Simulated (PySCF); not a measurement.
**CuNCl: structure of the quartet**

The task is one start of a wider search on CuNCl: the quartet, from a bent start. It is relaxed, tested by its Hessian and followed downhill if it is a saddle.

Method: PBE0, basis Cu def2-TZVP, N def2-TZVP, Cl def2-TZVP, no relativity, density fitting; program: PySCF 2.14.0.

### 1 Starting geometry

3 atoms, charge 0, spin multiplicity 4.

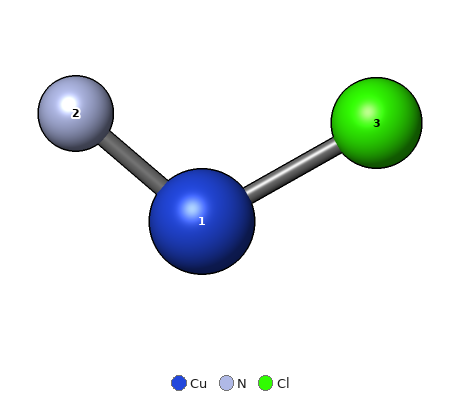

The starting geometry (copper blue, nitrogen light blue, chlorine green); atoms are numbered from 1 in the order of the file.

Coordinates in bohr (charge 0 multiplicity 4):
```
Cu    0.0000    0.0000    0.0000
N    -2.7089    0.0000    1.8969
Cl    3.2662    0.0000    2.2869
```

### 2 First SCF at the start

The steps below are one call of a driver around PySCF. For each, scf.py gives the equivalent set-up of the SCF; relaxations use the driver's own optimiser. After this first run the driver tries any further starts and a stability analysis.

Input file scf.py:

```python
from pyscf import gto, scf, dft
mol = gto.M(atom='''
Cu     0.000000     0.000000     0.000000
N     -1.433500     0.000000     1.003800
Cl     1.728400     0.000000     1.210200''',
    basis={'Cu': 'def2-TZVP', 'N': 'def2-TZVP', 'Cl': 'def2-TZVP'},
    charge=0, spin=3)
mf = dft.UKS(mol, xc='PBE0')
mf.grids.atom_grid = (50, 194)
aux = {'Cu': 'def2-universal-JKFIT', 'N': 'def2-universal-JKFIT', 'Cl': 'def2-universal-JKFIT'}
mf = mf.density_fit(auxbasis=aux)
mf.conv_tol = 1e-08
mf.diis_space = 10
mf.max_cycle = 60
mf.init_guess = 'minao'
mf.verbose = 4
mf.kernel()
```

Run with:

```sh
$ OMP_NUM_THREADS=4 python axn.py task.json out
```

The log of the run:

```text
init E= -2154.52693573996
[... the frontier-level lines of each cycle are left out ...]
cycle= 1 E= -2150.2255193283  delta_E=  4.3  |g|= 4.48  |ddm|= 1.65
cycle= 2 E= -2134.02789764789  delta_E= 16.2  |g|= 8.62  |ddm|= 6.11
cycle= 3 E= -2153.84700135492  delta_E= -19.8  |g|= 2.49  |ddm|=  5.3
cycle= 4 E= -2154.11992084728  delta_E= -0.273  |g|= 1.41  |ddm|= 1.22
cycle= 5 E= -2154.87443262841  delta_E= -0.755  |g|= 0.567  |ddm|= 1.28
cycle= 6 E= -2154.92510272137  delta_E= -0.0507  |g|= 0.218  |ddm|= 0.378
cycle= 7 E= -2154.94439038487  delta_E= -0.0193  |g|= 0.0439  |ddm|= 0.185
cycle= 8 E= -2154.94549525196  delta_E= -0.0011  |g|= 0.0197  |ddm|= 0.0522
cycle= 9 E= -2154.94575446351  delta_E= -0.000259  |g|= 0.00596  |ddm|= 0.021
cycle= 10 E= -2154.94581234652  delta_E= -5.79e-05  |g|= 0.00453  |ddm|= 0.0141
cycle= 11 E= -2154.94582886672  delta_E= -1.65e-05  |g|= 0.00281  |ddm|= 0.00818
cycle= 12 E= -2154.94583330216  delta_E= -4.44e-06  |g|= 0.000657  |ddm|= 0.00464
cycle= 13 E= -2154.94583363  delta_E= -3.28e-07  |g|= 0.000176  |ddm|= 0.00122
cycle= 14 E= -2154.94583366797  delta_E= -3.8e-08  |g|= 5.89e-05  |ddm|= 0.000395
cycle= 15 E= -2154.94583367766  delta_E= -9.68e-09  |g|= 2.87e-05  |ddm|= 0.000188
Extra cycle  E= -2154.94583367872  delta_E= -1.06e-09  |g|= 5.92e-05  |ddm|= 7.06e-05
converged SCF energy = -2154.94583367872  <S^2> = 3.7635814  2S+1 = 4.006785
```

This step, with its further starts and checks, took 12 s on 4 threads of Arm Neoverse V2, shared host.

Energies from each starting density:

| start | energy (Eh) |
| --- | --- |
| the minimal-basis guess | -2154.945834 |
| a thermally smeared density | -2154.945834 |
| a smeared PBE density | -2154.945834 |

No lower solution of this spin turned up from the other starts or in the test of internal stability.

### 3 Relaxation: bent start, quartet

The program finds Cs symmetry in the start, which this walk keeps.

Changes to scf.py since step 2:

```diff
@@ -3,3 +3,3 @@
-Cu     0.000000     0.000000     0.000000
-N     -1.433500     0.000000     1.003800
-Cl     1.728400     0.000000     1.210200''',
+Cu    -0.360735     0.000000    -0.503796
+N     -1.794235     0.000000     0.500004
+Cl     1.367665     0.000000     0.706404''',
@@ -15 +14,0 @@
-mf.init_guess = 'minao'
```

Energy and gradient, step by step:

```
step   energy (Eh)  change (kJ/mol)  largest symmetric gradient (Eh/bohr)
   0  -2154.945834             0.00                               0.02552
   1  -2154.949600            -9.89                               0.01218
   2  -2154.953444           -19.98                               0.01179
   3  -2154.954305           -22.24                               0.01154
   4  -2154.955720           -25.96                               0.01379
   5  -2154.957833           -31.51                               0.01065
   6  -2154.959289           -35.33                               0.00523
   7  -2154.959717           -36.45                               0.00498
   8  -2154.959992           -37.17                               0.00167
   9  -2154.960044           -37.31                               0.00040
  10  -2154.960052           -37.33                               0.00022
  11  -2154.960052           -37.33                               0.00018
```

The walk took 24 s.

Positions (Å) and forces (eV/Å) along the way:

```
step 0
Cu  -0.361   0.000  -0.504   1.027   0.000  -0.059
N   -1.794   0.000   0.500  -1.313   0.000   0.338
Cl   1.368   0.000   0.706   0.285   0.000  -0.279
step 1
Cu  -0.344   0.000  -0.463   0.468   0.000   0.312
N   -1.866   0.000   0.479  -0.626   0.000  -0.042
Cl   1.423   0.000   0.686   0.159   0.000  -0.270
step 6
Cu  -0.366   0.000   0.005   0.269   0.000   0.168
N   -2.114   0.000   0.218  -0.057   0.000  -0.062
Cl   1.693   0.000   0.480  -0.213   0.000  -0.106
step 11
Cu  -0.376   0.000   0.223   0.000   0.000   0.000
N   -2.126   0.000   0.098  -0.009   0.000  -0.001
Cl   1.715   0.000   0.382   0.009   0.000   0.001
```

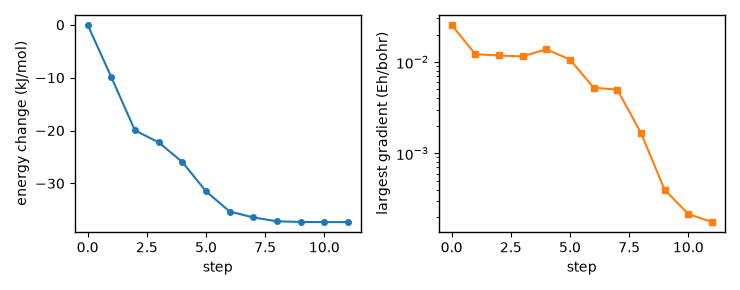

How energy and gradient fall.

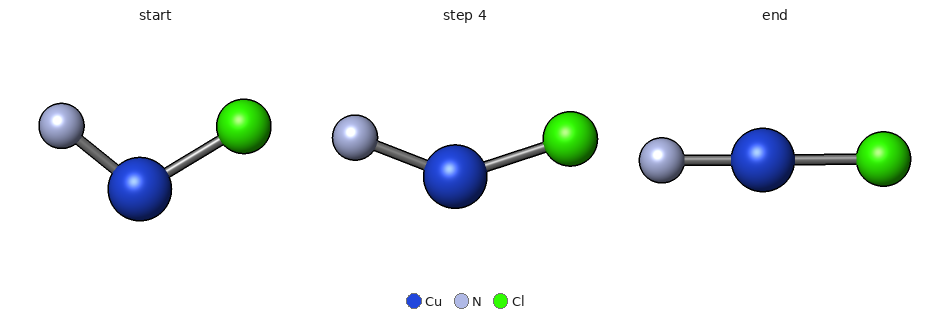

The geometry along the walk, at one scale.

End point (C∞v, 11 steps, 37.3 kJ/mol gained): Cu–Cl 2.097 Å, Cu–N 1.755 Å; Cl–Cu–N 179.7°.

### 4 Hessian and properties

On the finer grid the gradient is checked again; gradients at displacements of ±0.02 bohr then give force constants and infrared intensities.

Changes to scf.py since step 3:

```diff
@@ -3,3 +3,3 @@
-Cu    -0.360735     0.000000    -0.503796
-N     -1.794235     0.000000     0.500004
-Cl     1.367665     0.000000     0.706404''',
+Cu    -0.434573    -0.000000    -0.032065
+N     -2.185212    -0.000000    -0.161234
+Cl     1.657404     0.000000     0.122291''',
@@ -9 +9 @@
-mf.grids.atom_grid = (50, 194)
+mf.grids.atom_grid = (75, 302)
@@ -12 +12 @@
-mf.conv_tol = 1e-08
+mf.conv_tol = 1e-10
```

The driver hands on the density of the step before, so the log starts near convergence.

SCF at the final geometry:

```text
init E= -2154.959978449
[... the frontier-level lines of each cycle are left out ...]
cycle= 1 E= -2154.95997844809  delta_E= 9.05e-10  |g|= 7.04e-05  |ddm|= 2.91e-05
cycle= 2 E= -2154.95997843177  delta_E= 1.63e-08  |g|= 0.000297  |ddm|= 0.000116
cycle= 3 E= -2154.95997844907  delta_E= -1.73e-08  |g|= 1.46e-06  |ddm|= 9.41e-05
cycle= 4 E= -2154.95997844908  delta_E= -5.91e-12  |g|= 1.31e-06  |ddm|= 1.95e-06
Extra cycle  E= -2154.95997844907  delta_E= 1.14e-11  |g|= 3.99e-06  |ddm|= 2.9e-06
converged SCF energy = -2154.95997844907  <S^2> = 3.7609608  2S+1 = 4.0054767
```

The whole step took 34 s.

Geometry: C∞v; Cu–Cl 2.098 Å, Cu–N 1.755 Å; Cl–Cu–N 180.0°.

Modes, for the most abundant isotopes:

```csv
symmetry,ω (cm⁻¹),IR (km/mol),μ (u)
π,61,18.9,22.23
σ+,386,29.0,29.63
σ+,601,8.5,18.07
```

No imaginary mode, so this is a minimum.

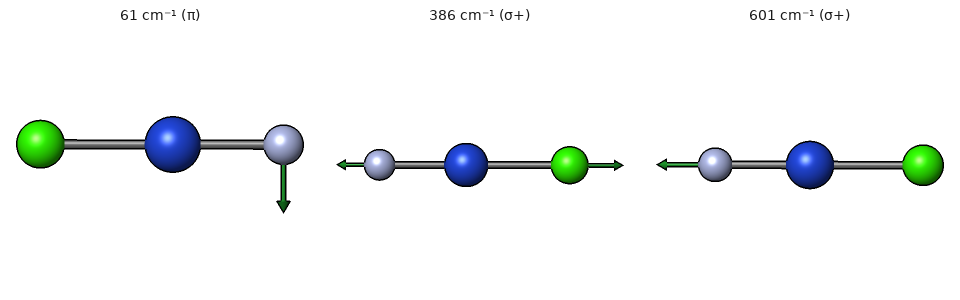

How the atoms move in 3 of the modes.

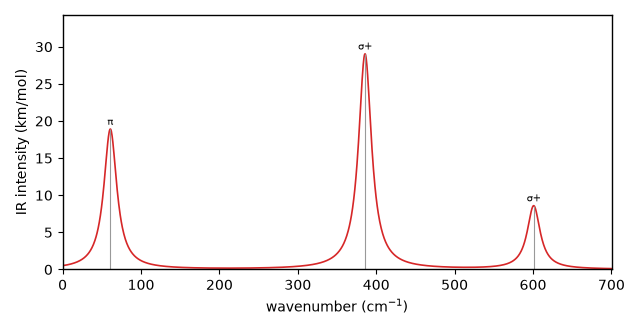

The harmonic infrared spectrum (widths in cm⁻¹). Lines are broadened to a width of 20 cm⁻¹ (Lorentzian).

Properties at this point:

* Dipole moment: 3.54 D
* Highest occupied level: -8.12 eV
* Lowest empty level: -5.31 eV
* Rotational constants: 0.09591 cm⁻¹
* Zero-point energy: 6.6 kJ/mol
* Principal polarisabilities: 26.8, 26.8, 73.8 bohr³
* Atomisation energy without zero-point energy: 458 kJ/mol
* Principal traceless quadrupole moments about the centre of mass: -4.73, 2.37, 2.37 D Å
* Entropy at 298.15 K and 1 bar (electronic part: spin only): 294.6 J/(mol K)
* Heat capacity Cp at 298.15 K: 56.2 J/(mol K)
* Enthalpy at 298.15 K above 0 K: 14.21 kJ/mol
* Rotational symmetry number: 1
* Spin squared ⟨S²⟩: 3.761

Charges (e) and bond orders:

| atom | Mulliken | Löwdin | polar tensor | spin (Mulliken) | Mayer order to Cu1 |
| --- | --- | --- | --- | --- | --- |
| Cu1 | 0.45 | -0.03 | 0.45 | 0.47 | – |
| N2 | -0.06 | 0.07 | 0.10 | 2.50 | 1.12 |
| Cl3 | -0.38 | -0.04 | -0.55 | 0.03 | 1.02 |

Mulliken populations on Cu1: s 6.58, p 12.32, d 9.65, f 0.00.

### 5 Outcome

| quantity | value |
| --- | --- |
| minimum | quartet, C∞v |
| geometry | Cu–Cl 2.098 Å, Cu–N 1.755 Å; Cl–Cu–N 180.0° |
| wavenumbers (cm⁻¹) | 61 (π), 386 (σ+), 601 (σ+) |
| dipole moment | 3.54 D |
| highest occupied, lowest empty level (either spin) | -8.12, -5.31 eV |
| polar-tensor charge of Cu1 | +0.45 e |
| zero-point energy | 6.6 kJ/mol |
| entropy at 298.15 K | 294.6 J/(mol K) |
| atomisation energy (no zero-point energy) | 458 kJ/mol |
| ⟨S²⟩ | 3.761 |

**Reading.** From Cs at the start the molecule goes to a C∞v minimum. The strongest infrared band lies at 386 cm⁻¹ (σ+, stretch). Most of the spin sits on N2 (Mulliken spin 2.50, against 3 for the whole molecule). Only this shape and spin were tried, so other structures or states may lie lower. One determinant may miss the lowest occupation of an open d or f shell.

The search up to here took 70 s.
